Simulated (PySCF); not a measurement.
Si(H)(Vi)(OH)(OMe), SMILES C=C[SiH](O)OC at its PBE0/def2-SVP optimised geometry (Å):

```
14

Si    -0.0716    -0.9037     0.0000
O     -0.4750     0.7121     0.0000
C     -0.8507    -1.7675     1.4505
C     -1.3283    -1.0960     2.5053
O     -0.6209    -1.7091    -1.3443
C     -0.1605    -1.4958    -2.6497
H      1.4177    -0.9037     0.0000
H     -1.4177     0.9037     0.0322
H     -0.9190    -2.8631     1.4503
H     -1.2802    -0.0017     2.5552
H     -1.7843    -1.5992     3.3656
H     -0.5685    -2.2808    -3.3049
H      0.9429    -1.5381    -2.7145
H     -0.4848    -0.5169    -3.0457
```

Computed with PBE0/def2-TZVP (PySCF).

Map of the electron localisation function on the plane z = 0.8 Å:

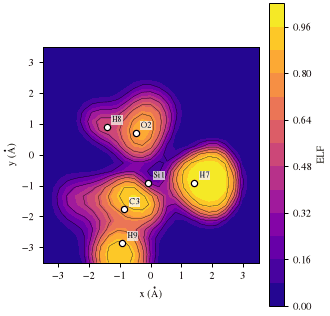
Figure: Electron localisation function on the plane z = 0.8 Å.
